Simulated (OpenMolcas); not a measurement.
C$_{2}$H$_{4}$B: excited-state calculation (part 2 of 2)

C$_{2}$H$_{4}$B, multiplicity 2, SMILES B[C]=C; MC-PDFT (tLSDA)/ANO-R1, sfX2C (OpenMolcas 26.06). The geometry comes from this level: GFN2-xTB.

Geometry of the input (Å):
```
B  -1.0758  0.4254  -0.7738
C  0.0570  -0.0205  0.0395
C  1.0517  -0.4154  0.7567
H  -2.0624  -0.2078  -0.7923
H  -0.9892  1.4114  -1.4021
H  1.6685  -1.2682  0.4953
H  1.3501  0.0751  1.6767
```

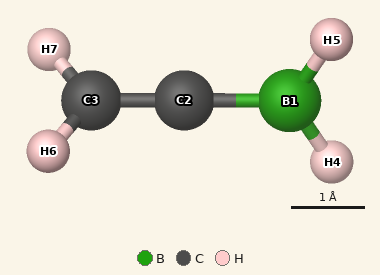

**Figure 1.** The input geometry (ball-and-stick view, seen on its broad side; atoms are numbered from 1 in the order of the input).

### The program's output, continued
```
      Mulliken population analysis for root number:  1
      -----------------------------------------------

++    Molecular charges:
      ------------------

      Mulliken charges per centre
      ---------------------------

                B1      C2      C3      H4      H5      H6      H7
      Total    5.3058  5.7714  6.0952  0.9473  0.9472  0.9666  0.9666

      N-E     -0.3058  0.2286 -0.0952  0.0527  0.0528  0.0334  0.0334

      Total electronic charge=   21.000000

      Total            charge=   -0.000000
--

      Expectation values of various properties for root number:  1
      -----------------------------------------------------------

++    Molecular properties:
      ---------------------

      Charge (e):
                      =   -0.0000
      Dipole Moment (debye):
      Origin of the operator (angstrom)=    0.0366   -0.0137    0.0259
                   X=  9.6177E-01               Y= -3.8037E-01               Z=  6.9323E-01           Total=  1.2451E+00
      Quadrupole Moment (debye*angstrom):
      Origin of the operator (angstrom)=    0.0366   -0.0137    0.0259
                  XX= -1.9576E+01              XY= -1.1188E+00              XZ=  5.8576E-01              YY= -1.9829E+01
                  YZ=  9.3396E-01              ZZ= -1.9010E+01
      In traceless form (debye*angstrom)
                  XX= -1.5603E-01              XY= -1.6781E+00              XZ=  8.7864E-01              YY= -5.3593E-01
                  YZ=  1.4009E+00              ZZ=  6.9196E-01
--

      Mulliken spin population analysis for root number:  1
      ---------------------------------------------------

++    Molecular charges:
      ------------------

      Mulliken spin population per centre
      ---------------------------

                B1      C2      C3      H4      H5      H6      H7
      Total    0.2072  0.7555 -0.0626  0.0046  0.0045  0.0454  0.0454

      Total electronic spin=    1.000000
--

      LoProp population analysis for root number:  1
      -----------------------------------------------

++    LoProp analysis:
      ----------------

++    Static properties:
      ------------------

      LoProp Charges per center

                   B1       C2       C3       H4       H5       H6       H7
      Nuclear      5.0000   6.0000   6.0000   1.0000   1.0000   1.0000   1.0000
      Electronic  -5.2851  -6.0089  -6.4986  -0.8687  -0.8686  -0.7350  -0.7350

      Total       -0.2851  -0.0089  -0.4986   0.1313   0.1314   0.2650   0.2650
--

      Natural Bond Order analysis for root number:  1

++    Natural Bond Order analysis
      ---------------------------
      Based on LoProp computed density
      -------------------------------------------------------------------------------------
      Atom A       Atom B       Bond Order | Atom A       Atom B       Bond Order
        B1           H4             0.792  |   B1           H5             0.805
      -------------------------------------------------------------------------------------
      NBO located      3.194 electrons involved in    2 bonds.
      NBO located      0.982 non-bonded electrons on atom B1
      NBO located      0.996 non-bonded electrons on atom C2
      NBO located      0.998 non-bonded electrons on atom C3
      The remaining    6.817 electrons are to be considered as diffuse
--

--

      Von Neumann Entropy (Root   2) =  0.79472

      Mulliken population analysis for root number:  2
      -----------------------------------------------

++    Molecular charges:
      ------------------

      Mulliken charges per centre
      ---------------------------

                B1      C2      C3      H4      H5      H6      H7
      Total    5.4678  5.8102  5.9271  0.9358  0.9358  0.9616  0.9616

      N-E     -0.4678  0.1898  0.0729  0.0642  0.0642  0.0384  0.0384

      Total electronic charge=   21.000000

      Total            charge=   -0.000000
--

      Expectation values of various properties for root number:  2
      -----------------------------------------------------------

++    Molecular properties:
      ---------------------

      Charge (e):
                      =   -0.0000
      Dipole Moment (debye):
      Origin of the operator (angstrom)=    0.0366   -0.0137    0.0259
                   X=  2.3742E+00               Y= -9.3720E-01               Z=  1.7067E+00           Total=  3.0705E+00
      Quadrupole Moment (debye*angstrom):
      Origin of the operator (angstrom)=    0.0366   -0.0137    0.0259
                  XX= -1.9077E+01              XY= -9.7859E-02              XZ=  4.7010E-01              YY= -1.9933E+01
                  YZ= -5.4216E-01              ZZ= -1.9652E+01
      In traceless form (debye*angstrom)
                  XX=  7.1512E-01              XY= -1.4679E-01              XZ=  7.0514E-01              YY= -5.6821E-01
                  YZ= -8.1324E-01              ZZ= -1.4691E-01
--

      Mulliken spin population analysis for root number:  2
      ---------------------------------------------------

++    Molecular charges:
      ------------------

      Mulliken spin population per centre
      ---------------------------

                B1      C2      C3      H4      H5      H6      H7
      Total    0.0210  0.2397  0.7718  0.0040  0.0040 -0.0202 -0.0202

      Total electronic spin=    1.000000
--

      LoProp population analysis for root number:  2
      -----------------------------------------------

++    LoProp analysis:
      ----------------

++    Static properties:
      ------------------

      LoProp Charges per center

                   B1       C2       C3       H4       H5       H6       H7
      Nuclear      5.0000   6.0000   6.0000   1.0000   1.0000   1.0000   1.0000
      Electronic  -5.4836  -6.0411  -6.2914  -0.8546  -0.8547  -0.7373  -0.7372

      Total       -0.4836  -0.0411  -0.2914   0.1454   0.1453   0.2627   0.2628
--

      Natural Bond Order analysis for root number:  2

++    Natural Bond Order analysis
      ---------------------------
      Based on LoProp computed density
      -------------------------------------------------------------------------------------
      Atom A       Atom B       Bond Order | Atom A       Atom B       Bond Order
        B1           H4             0.787  |   B1           H5             0.798
      -------------------------------------------------------------------------------------
      NBO located      3.169 electrons involved in    2 bonds.
      NBO located      0.981 non-bonded electrons on atom B1
      NBO located      0.996 non-bonded electrons on atom C2
      NBO located      0.998 non-bonded electrons on atom C3
      The remaining    6.763 electrons are to be considered as diffuse
--

--

      Von Neumann Entropy (Root   3) =  1.15136

      Mulliken population analysis for root number:  3
      -----------------------------------------------

++    Molecular charges:
      ------------------

      Mulliken charges per centre
      ---------------------------

                B1      C2      C3      H4      H5      H6      H7
      Total    5.3042  5.7226  6.1648  0.9531  0.9529  0.9511  0.9512

      N-E     -0.3042  0.2774 -0.1648  0.0469  0.0471  0.0489  0.0488

      Total electronic charge=   21.000000

      Total            charge=   -0.000000
--

      Expectation values of various properties for root number:  3
      -----------------------------------------------------------

++    Molecular properties:
      ---------------------

      Charge (e):
                      =   -0.0000
      Dipole Moment (debye):
      Origin of the operator (angstrom)=    0.0366   -0.0137    0.0259
                   X=  9.0621E-01               Y= -3.5790E-01               Z=  6.5573E-01           Total=  1.1744E+00
      Quadrupole Moment (debye*angstrom):
      Origin of the operator (angstrom)=    0.0366   -0.0137    0.0259
                  XX= -2.0760E+01              XY= -1.0737E+00              XZ=  2.4605E-01              YY= -1.9463E+01
                  YZ=  1.8686E+00              ZZ= -1.9475E+01
      In traceless form (debye*angstrom)
                  XX= -1.2910E+00              XY= -1.6106E+00              XZ=  3.6907E-01              YY=  6.5441E-01
                  YZ=  2.8029E+00              ZZ=  6.3655E-01
--

      Mulliken spin population analysis for root number:  3
      ---------------------------------------------------

++    Molecular charges:
      ------------------

      Mulliken spin population per centre
      ---------------------------

                B1      C2      C3      H4      H5      H6      H7
      Total    0.0017  0.3107  0.7066  0.0151  0.0150 -0.0245 -0.0245

      Total electronic spin=    1.000000
--

      LoProp population analysis for root number:  3
      -----------------------------------------------

++    LoProp analysis:
      ----------------

++    Static properties:
      ------------------

      LoProp Charges per center

                   B1       C2       C3       H4       H5       H6       H7
      Nuclear      5.0000   6.0000   6.0000   1.0000   1.0000   1.0000   1.0000
      Electronic  -5.2701  -5.9491  -6.5888  -0.8780  -0.8779  -0.7180  -0.7181

      Total       -0.2701   0.0509  -0.5888   0.1220   0.1221   0.2820   0.2819
--

      Natural Bond Order analysis for root number:  3

++    Natural Bond Order analysis
      ---------------------------
      Based on LoProp computed density
      -------------------------------------------------------------------------------------
      Atom A       Atom B       Bond Order | Atom A       Atom B       Bond Order
        B1           H4             0.787  |   B1           H5             0.798
      -------------------------------------------------------------------------------------
      NBO located      3.170 electrons involved in    2 bonds.
      NBO located      0.981 non-bonded electrons on atom B1
      NBO located      0.996 non-bonded electrons on atom C2
      NBO located      1.015 non-bonded electrons on atom C2
      NBO located      0.998 non-bonded electrons on atom C3
      The remaining    5.504 electrons are to be considered as diffuse
--

--

      Average orbitals are written to the RASORB file
      Natural orbitals for root   1 are written to the RASORB.1 file
      Natural orbitals for root   2 are written to the RASORB.2 file
      Natural orbitals for root   3 are written to the RASORB.3 file
      Spin density orbitals for root   1 are written to the SPDORB.1 file
      Spin density orbitals for root   2 are written to the SPDORB.2 file
      Spin density orbitals for root   3 are written to the SPDORB.3 file

--- Stop Module: rasscf /rc=_RC_ALL_IS_WELL_ ---
           step3.RasOrb.3 step3.rasscf.h5 step3.SpdOrb.1 step3.SpdOrb.2 step3.SpdOrb.3 xmldump
--- Module rasscf spent 3 seconds ---

--- Start Module: mcpdft ---

                                              &MCPDFT

                       available to each process: 1.9 GB of memory, 1 thread

 ###############################################################################
 ###    WARNING: Deprecation warning: KSDF should be replaced                ###
 ###    with FUNC keyword                                                    ###
 ###############################################################################

++    Wave function specifications:
      -----------------------------

      Number of closed shell electrons          14
      Number of electrons in active shells       7
      Max number of holes in RAS1 space          0
      Max nr of electrons in RAS3 space          0
      Number of inactive orbitals                7
      Number of active orbitals                  7
      Number of secondary orbitals              48
      Spin quantum number                      0.5
      State symmetry                             1
      Number of CSFs                           784
      Number of RASSCF root(s) available         3
--

++    Orbital specifications:
      -----------------------

      Symmetry species                           1
                                                 a
      Frozen orbitals                            0
      Inactive orbitals                          7
      Active orbitals                            7
      RAS1 orbitals                              0
      RAS2 orbitals                              7
      RAS3 orbitals                              0
      Secondary orbitals                        48
      Deleted orbitals                           0
      Number of basis functions                 62
--

++    MCPDFT specifications:
      ----------------------

      Cholesky decomposition                     On
      Type of calculation                        MC-PDFT
      On-Top Functional                          T:LSDA
      Exchange scaling factor                    1.00
      Correlation scaling factor                 1.00
      Wave function energy weight                0.00
--

      Numerical integration parameters
      --------------------------------
      Radial quadrature type:                         MHL
      Size of radial grid:                            99
      Lebedev angular grid:                           41
      Angular grid pruned with the crowding factor:  1.00E+10
                                 and fading factor:  1.00E+01
      Screening threshold for integral computation:   1.00E-11
      Radial quadrature accuracy:                     1.00E-25
      Maximum batch size:                             128
      AO values are stored on disk

++    DFT functional specifications:
      ------------------------------
      Using Libxc version: 6.2.2
      Please cite the following reference:
      S. Lehtola, C. Steigemann, M. J.T. Oliveira, and M. A.L. Marques.,  SoftwareX 7, 1–5 (2018) doi:10.1016/j.softx.2017.11.002

      * Slater exchange
        - P. A. M. Dirac.,  Math. Proc. Cambridge Philos. Soc. 26, 376 (1930) doi:10.1017/S0305004100016108
        - F. Bloch.,  Z. Phys. 57, 545 (1929) doi:10.1007/BF01340281
      * Vosko, Wilk & Nusair (VWN5_RPA)
--
   File JOBOLD not found -- use JOBIPH.
      The MO-coefficients are taken from the file:
      JOBIPH
 Reference MC-SCF energies taken from JOBIPH

++    MC-PDFT RESULTS, STATE 0001
      ---------------------------

      MCSCF reference energy                                             -102.78227829

      Integrated total density:                                                 21.000
      Integrated alpha density before functional transformation:                11.000
      Integrated  beta density before functional transformation:                10.000
      Integrated alpha density  after functional transformation:                11.994
      Integrated  beta density  after functional transformation:                 9.006
      Integrated alpha tau     before functional transformation:                 0.000
      Integrated  beta tau     before functional transformation:                 0.000
      Integrated alpha tau      after functional transformation:                 0.000
      Integrated  beta tau      after functional transformation:                 0.000
      NOTE:
      Densities after transformation are intermediate quantities
      and should not be interpreted as real spin densities

      Exchange energy scaling factor                                          1.000000
      Correlation energy scaling factor                                       1.000000

      Integrated alpha exchange energy                                       -7.720650
      Integrated beta  exchange energy                                       -6.357254
      Integrated  correlation   energy                                       -1.681815

      Nuclear Repulsion energy                                             51.99640614
      CASSCF contribution energy                                          -86.97361906
      On-top energy                                                       -15.75971808

      Total MCPDFT energy for state   1                                  -102.73333714
--

++    MC-PDFT RESULTS, STATE 0002
      ---------------------------

      MCSCF reference energy                                             -102.68109015

      Integrated total density:                                                 21.000
      Integrated alpha density before functional transformation:                11.000
      Integrated  beta density before functional transformation:                10.000
      Integrated alpha density  after functional transformation:                11.736
      Integrated  beta density  after functional transformation:                 9.264
      Integrated alpha tau     before functional transformation:                 0.000
      Integrated  beta tau     before functional transformation:                 0.000
      Integrated alpha tau      after functional transformation:                 0.000
      Integrated  beta tau      after functional transformation:                 0.000
      NOTE:
      Densities after transformation are intermediate quantities
      and should not be interpreted as real spin densities

      Exchange energy scaling factor                                          1.000000
      Correlation energy scaling factor                                       1.000000

      Integrated alpha exchange energy                                       -7.600871
      Integrated beta  exchange energy                                       -6.464101
      Integrated  correlation   energy                                       -1.683848

      Nuclear Repulsion energy                                             51.99640614
      CASSCF contribution energy                                          -86.89673551
      On-top energy                                                       -15.74882106

      Total MCPDFT energy for state   2                                  -102.64555657
--

++    MC-PDFT RESULTS, STATE 0003
      ---------------------------

      MCSCF reference energy                                             -102.59892510

      Integrated total density:                                                 21.000
      Integrated alpha density before functional transformation:                11.000
      Integrated  beta density before functional transformation:                10.000
      Integrated alpha density  after functional transformation:                11.846
      Integrated  beta density  after functional transformation:                 9.154
      Integrated alpha tau     before functional transformation:                 0.000
      Integrated  beta tau     before functional transformation:                 0.000
      Integrated alpha tau      after functional transformation:                 0.000
      Integrated  beta tau      after functional transformation:                 0.000
      NOTE:
      Densities after transformation are intermediate quantities
      and should not be interpreted as real spin densities

      Exchange energy scaling factor                                          1.000000
      Correlation energy scaling factor                                       1.000000

      Integrated alpha exchange energy                                       -7.671850
      Integrated beta  exchange energy                                       -6.420237
      Integrated  correlation   energy                                       -1.683392

      Nuclear Repulsion energy                                             51.99640614
      CASSCF contribution energy                                          -86.78533868
      On-top energy                                                       -15.77547832

      Total MCPDFT energy for state   3                                  -102.56081700
--

::    MCPDFT root number  1 Total energy:   -102.73333714
::    MCPDFT root number  2 Total energy:   -102.64555657
::    MCPDFT root number  3 Total energy:   -102.56081700

--- Stop Module: mcpdft /rc=_RC_ALL_IS_WELL_ ---
--- Module mcpdft spent 5 seconds ---

.##################.
.# Happy landing! #.
.##################.

    Timing: Wall=10.73 User=9.65 System=0.96
```
